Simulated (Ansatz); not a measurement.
# HfB2: response to strain

HfB2 is deformed so: equal xy, yz and zx engineering shear strains of +3 %. What stress and forces result, by LAPW, PAW and all-electron datasets made for the crystal?

Program: Ansatz 0.2.0. Level of theory: DFT PBEsol, scalar-relativistic. These are calculated values, not measurements.

## (1) The system as given

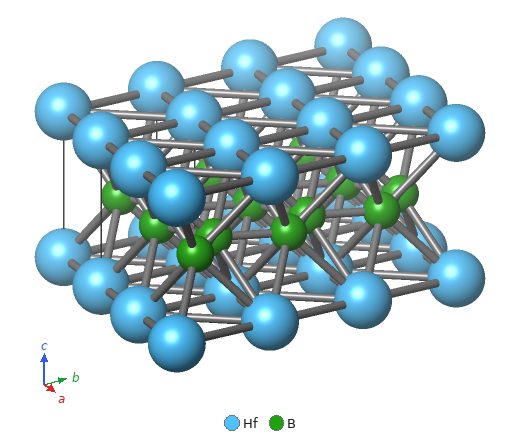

The starting structure, seen slightly off an axis (hafnium blue, boron green). 3×3×1 cells are drawn. Atoms on the faces are drawn again on the opposite ones.

As a file:

```
Hf B
1.0
     3.14000    0.00000    0.00000
    -1.57000    2.71932    0.00000
     0.00000    0.00000    3.48000
Hf B
1 2
Direct
  0.00000 0.00000 0.00000
  0.33333 0.66667 0.50000
  0.66667 0.33333 0.50000
```

Atoms are numbered in the order of the input: Hf1, B2, B3.

## (2) After the deformation

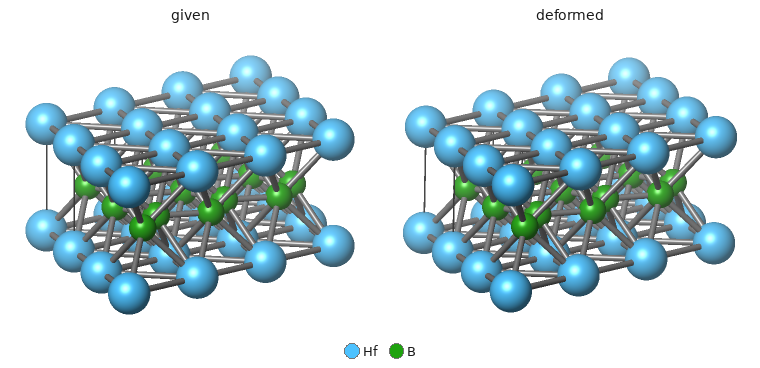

Given and deformed, at one scale.

Space group P6/mmm before, P-1 after.

## (3) All-electron LAPW

input.yaml reads:

```yaml
crystal:
  lattice:
    - [3.1400001005, 0.0471000015, 0.0471000015]
    - [-1.5292102525, 2.6957698542, 0.0172397971]
    - [0.0522, 0.0522, 3.48]
  atoms:
    - { symbol: Hf, position: [0.0, 0.0, 0.0] }
    - { symbol: B, position: [0.3333333333, 0.6666666667, 0.5] }
    - { symbol: B, position: [0.6666666667, 0.3333333333, 0.5] }
kpoints:
  mp_grid: { grid: [13, 13, 11] }
  band_path:
    path:
      - [0.0, 0.0, 0.0]
      - [0.0, -0.5, 0.0]
      - [0.0, 0.0, 0.5]
      - [0.0, 0.0, 0.0]
      - [-0.5, 0.0, 0.0]
      - [-0.5, 0.5, -0.5]
      - [0.0, 0.0, 0.0]
      - [-0.5, 0.0, -0.5]
      - [-0.5, 0.5, 0.0]
    npoints: 5
scf:
  occupations: { method: fermi_dirac, width: 0.05 }
hamiltonian:
  xc: pbesol
  pseudopotentials: { kind: all_electron, lapw: { basis_error: 0.0005 } }
output:
  forces: true
  stress: true
  eigenvalues: true
```

Started as:

```sh
> ansatz run input.yaml --threads 1 --pin off --max-ram 6144MiB --backend cpu --events-out ev --progress --plain --runs-dir out
```

Log, shortened:

```text
LAPW: plane waves up to 9.203 Å⁻¹, error target 5.0e-4 eV per atom; small_component_spin mean_spin; B in spheres of 0.895 Å, 5 of its electrons in bands, Dirac shells []; Hf in spheres of 1.375 Å, 42 of its electrons in bands, Dirac shells []
[...]
Pseudopotentials: kind: all_electron
Pseudopotential: Hf, LAPW, valence charge 42, Koelling and Harmon's equation, gaussian nucleus
Pseudopotential: B, LAPW, valence charge 5, Koelling and Harmon's equation, gaussian nucleus
Functional definition: PBEsol
[...]
Crystal: 3 atoms, lattice volume = 29.695 Å³
Basis set: ecut = 322.7115954233419 eV, 387 PW (Γ), exchange–correlation at level 2
Bands: 32, of which v1, the nominal top of the filled ones, is band 26 counted from 1 (25 counted from 0)
Symmetry: 2 space group operations
Space group: P-1 (ITA 2), of the structure as read, at distance tolerance 3.1e-5 Å
k-points: 930 of 1859
[...]
SCF iter   1: F=—  HF=-411477.316576 eV  |F-HF|=—  |Δ(HF+E_count)|=         —  Δρ=7.56e-2  dr2=3.23e0  ethr=6.20e-3  ⟨swp⟩=2.0  Hψ=184724  notcnv=0
[...]
the basis was enlarged: its passes take 349.2 KiB over the memory plan, 1 of 1 planned eigensolver slots
[...]
SCF iter   9: F=-411476.001983 eV  HF=-411476.001983 eV  |F-HF|=4.42e-9  |Δ(HF+E_count)|=   3.32e-8  Δρ=1.08e-5  dr2=2.72e-8  ethr=1.08e-9  ⟨swp⟩=2.0  Hψ=84725  notcnv=0
[...]
NSCF: frozen V_eff on 41 k-points
SCF converged after 9 iterations
Free energy (F): -411476.001983 eV
[...]
E sigma→0 (E₀):  -411476.000963 eV
Entropy (-TS):   -0.002040 eV (-0.680 meV/atom)
Fermi energy:    20.851859 eV
[...]
--- Forces (eV/Å), atoms counted from 1 ---
  atom   1  Hf     0.00000000     0.00000000     0.00000000
  atom   2  B      0.01692393     0.01362415    -0.01181860
  atom   3  B     -0.01692393    -0.01362415     0.01181860
[...]
--- Stress (GPa, compression-positive) ---
       -3.126645      -7.790258      -7.554005
       -7.790258      -3.095071      -7.539387
       -7.554005      -7.539387      -4.282499
  P = ⅓ Tr σ = -3.5014 GPa (-35.014 kbar)
--- Band table (eV; the first three rows and the last of 930) ---
[...]
```

It took 2.1 min on 1 thread of Intel Xeon 6975P-C (Granite Rapids), shared host; peak memory 2.7 GiB.

Read from it: pressure -3.50 GPa; no gap; largest force 0.025 eV/Å.

## (4) PAW with frozen cores

input.yaml reads:

```yaml
crystal:
  lattice:
    - [3.1400001005, 0.0471000015, 0.0471000015]
    - [-1.5292102525, 2.6957698542, 0.0172397971]
    - [0.0522, 0.0522, 3.48]
  atoms:
    - { symbol: Hf, position: [0.0, 0.0, 0.0] }
    - { symbol: B, position: [0.3333333333, 0.6666666667, 0.5] }
    - { symbol: B, position: [0.6666666667, 0.3333333333, 0.5] }
kpoints:
  mp_grid: { grid: [13, 13, 11] }
scf:
  occupations: { method: fermi_dirac, width: 0.05 }
hamiltonian:
  xc: pbesol
  pseudopotentials: { kind: paw }
output:
  forces: true
  stress: true
  eigenvalues: true
  efg: { contact_densities: true }
```

Started as:

```sh
> ansatz run input.yaml --threads 1 --pin off --max-ram 6144MiB --backend cpu --events-out ev --progress --plain --runs-dir out
```

Log, shortened:

```text
Hf: output.efg is read without spin–orbit coupling, which moves field gradients at and beside such atoms by some per cent and up to a factor of two; PAW files take it under magnetization.noncollinear and magnetization.spin_orbit
[...]
Pseudopotentials: kind: paw
Pseudopotential: Hf, paw, valence charge 26, recommended cutoff 420 eV (normal)
Pseudopotential: B, paw, valence charge 3, recommended cutoff 420 eV (normal)
[... 1 set-up line as earlier in the session ...]
[...]
Crystal: 3 atoms, lattice volume = 29.695 Å³
Basis set: ecut = 420 eV, 575 PW (Γ), exchange–correlation on 48×48×48 points (8 copies of the dense FFT grid, shifted against one another)
Bands: 20, of which v1, the nominal top of the filled ones, is band 16 counted from 1 (15 counted from 0)
[... 2 set-up lines as earlier in the session ...]
k-points: 930 of 1859
[...]
       -3.155657      -7.793622      -7.556693
       -7.793622      -3.124833      -7.541981
       -7.556692      -7.541981      -4.399097
  P = ⅓ Tr σ = -3.5599 GPa (-35.599 kbar)
--- PAW observables at the nuclei: V_zz in 10²¹ V/m², potentials from the cell's mean, atoms counted from 1 ---
  atom   1  Hf V_zz =   +16.356374   η = 0.0894   by run symmetry: allowed
            electrostatic potential = -14184.364406 V   contact ρ = 7519013.297677 e/Å³
  atom   2  B  V_zz =    +0.247346   η = 0.3963   by run symmetry: allowed
            electrostatic potential = -335.992071 V   contact ρ = 481.251812 e/Å³
  atom   3  B  V_zz =    +0.247346   η = 0.3963   by run symmetry: allowed
            electrostatic potential = -335.992071 V   contact ρ = 481.251812 e/Å³
--- Band table (eV; the first three rows and the last of 930) ---
  k-point 0: bands = ["-41.3313", "-10.2131", "-9.7482", "-9.6903", "6.6793", "8.6843", "8.6998", "8.7087", "8.7140", "8.7275", "8.7305", "8.8170", "17.2898", "17.3914", "17.6545", "17.7028", "24.0336", "24.2661", "25.0437", "25.0472"]
[...]
```

Run time: 13 s. Hardware: 1 thread of Intel Xeon 6975P-C (Granite Rapids), shared host; peak memory 0.77 GiB.

In short: pressure -3.56 GPa; no gap; largest force 0.024 eV/Å; Vzz Hf1 16.36 (η = 0.09), B2 0.25 (η = 0.40) (10²¹ V/m²).

## (5) All-electron PAW on datasets made for the crystal

input.yaml: that of step 4 with these lines changed.

```diff
@@ -15,3 +15,3 @@
   xc: pbesol
-  pseudopotentials: { kind: paw }
+  pseudopotentials: { kind: all_electron, datasets: crystal }
 output:
```

Started as:

```sh
> ansatz run input.yaml --threads 1 --pin off --max-ram 6144MiB --backend cpu --events-out ev --progress --plain --runs-dir out
```

Log, shortened:

```text
[...]
Hf: output.efg is read without spin–orbit coupling, which moves field gradients at and beside such atoms by some per cent and up to a factor of two; PAW files take it under magnetization.noncollinear and magnetization.spin_orbit
[...]
[... 1 set-up line as earlier in the session ...]
Pseudopotential: Hf, paw, valence charge 26, recommended cutoff 400 eV (normal), Koelling and Harmon's equation, gaussian nucleus
Pseudopotential: B, paw, valence charge 3, recommended cutoff 400 eV (normal), Koelling and Harmon's equation, gaussian nucleus
[... 1 set-up line as earlier in the session ...]
[...]
Crystal: 3 atoms, lattice volume = 29.695 Å³
Basis set: ecut = 400 eV, 547 PW (Γ), exchange–correlation on 48×48×48 points (8 copies of the dense FFT grid, shifted against one another)
Bands: 20, of which v1, the nominal top of the filled ones, is band 16 counted from 1 (15 counted from 0)
[... 1 set-up line as earlier in the session ...]
[...]
--- Stress (GPa, compression-positive) ---
       -3.127917      -7.790290      -7.553989
       -7.790290      -3.096303      -7.539388
       -7.553989      -7.539388      -4.282646
  P = ⅓ Tr σ = -3.5023 GPa (-35.023 kbar)
--- PAW observables at the nuclei: V_zz in 10²¹ V/m², potentials from the cell's mean, atoms counted from 1 ---
  atom   1  Hf V_zz =   +16.762339   η = 0.1050   by run symmetry: allowed
            electrostatic potential = -14181.693599 V   contact ρ = 7515500.389607 e/Å³
  atom   2  B  V_zz =    +0.249135   η = 0.4869   by run symmetry: allowed
            electrostatic potential = -335.267120 V   contact ρ = 481.275055 e/Å³
  atom   3  B  V_zz =    +0.249135   η = 0.4869   by run symmetry: allowed
            electrostatic potential = -335.267120 V   contact ρ = 481.275055 e/Å³
--- Band table (eV; the first three rows and the last of 930) ---
  k-point 0: bands = ["-40.9400", "-9.8171", "-9.3562", "-9.2990", "7.0721", "9.0777", "9.0900", "9.1015", "9.1062", "9.1185", "9.1215", "9.2054", "17.6807", "17.7823", "18.0438", "18.0956", "24.4277", "24.6603"]
[...]
```

Wall time 1.8 min (1 thread of Intel Xeon 6975P-C (Granite Rapids), shared host); peak memory 2.2 GiB.

In short: pressure -3.50 GPa; no gap; largest force 0.025 eV/Å; Vzz Hf1 16.76 (η = 0.11), B2 0.25 (η = 0.49) (10²¹ V/m²).

## (6) Side by side

Stress (GPa, compression positive):

```csv
method,xx,yy,zz,yz,xz,xy
LAPW,-3.13,-3.10,-4.28,-7.54,-7.55,-7.79
PAW,-3.16,-3.12,-4.40,-7.54,-7.56,-7.79
crystal datasets,-3.13,-3.10,-4.28,-7.54,-7.55,-7.79
```

Forces (eV/Å):

```csv
atom,LAPW x,LAPW y,LAPW z,PAW x,PAW y,PAW z,crystal datasets x,crystal datasets y,crystal datasets z
Hf1,0.000,0.000,0.000,0.000,0.000,0.000,0.000,0.000,0.000
B2,0.017,0.014,-0.012,0.016,0.014,-0.012,0.017,0.014,-0.012
B3,-0.017,-0.014,0.012,-0.016,-0.014,0.012,-0.017,-0.014,0.012
```

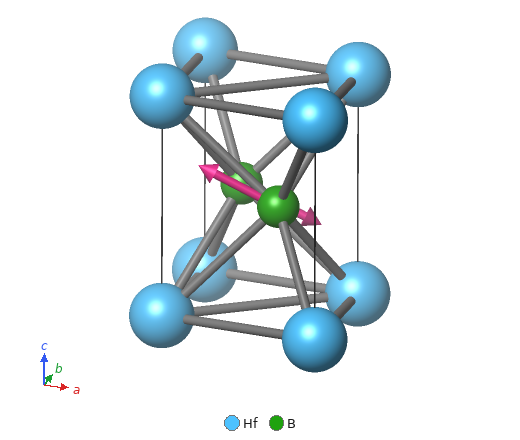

Forces of the LAPW run as arrows; the longest is 0.025 eV/Å.

| method | pressure (GPa) | largest force (eV/Å) | Vzz Hf1 (10²¹ V/m²) | Vzz B2 (10²¹ V/m²) | SCF cycles, all passes |
| --- | --- | --- | --- | --- | --- |
| LAPW | -3.50 | 0.025 | – | – | 9 |
| PAW | -3.56 | 0.024 | 16.36 | 0.25 | 6 |
| crystal datasets | -3.50 | 0.025 | 16.76 | 0.25 | 12 |

## (7) Outcome

| quantity | value |
| --- | --- |
| pressure | LAPW -3.50, PAW -3.56, crystal datasets -3.50 GPa |
| largest shear or deviatoric stress (LAPW) | 7.79 GPa |

In words: The largest part of the stress beyond the pressure is 7.79 GPa in size, in the xy component; the atoms are carried along and not relaxed. No run of the undeformed cell stands beside it, so the pressure holds what the given cell had before the change. PAW: stress within 0.12 GPa of LAPW, forces within 1 meV/Å. Crystal datasets: stress within 0.01 GPa of LAPW, forces within 1 meV/Å. Spin-orbit coupling is left out, though the cell holds Hf; in elements this heavy it can shift bands and gaps by tenths of an eV.
